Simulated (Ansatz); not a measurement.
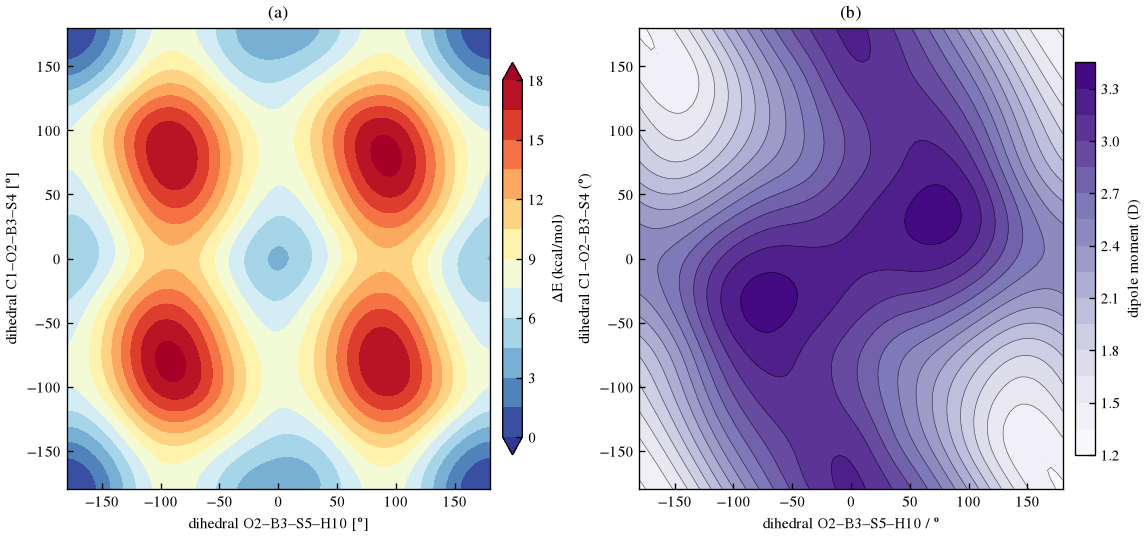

CH₅BOS₂, SMILES COB(S)S. The first coordinate is: dihedral O2–B3–S5–H10; the second: dihedral C1–O2–B3–S4. Nothing is relaxed (all other coordinates rigid). The grid has 10 × 10 points. Points are written as (first, second). Energies: kcal/mol, counted from the lowest grid point. Computed with Ansatz 0.2.0, RKS PBE0-D4/def2-SVP.

Panel (a) is the energy and panel (b) the computed dipole moment on the same grid.

In the figure: filled contours, one colour for all values above the top of the scale. Between grid points the surface is interpolated.

Question: How does the dipole moment vary over the map, and what is it at the lowest grid point?

Answer: Leaving out the highest fifth of the energies, it runs from 1.34 D at (−180°, −180°) to 3.37 D at (−72°, −36°). At the lowest grid point, (−180°, −180°), it is 1.34 D.
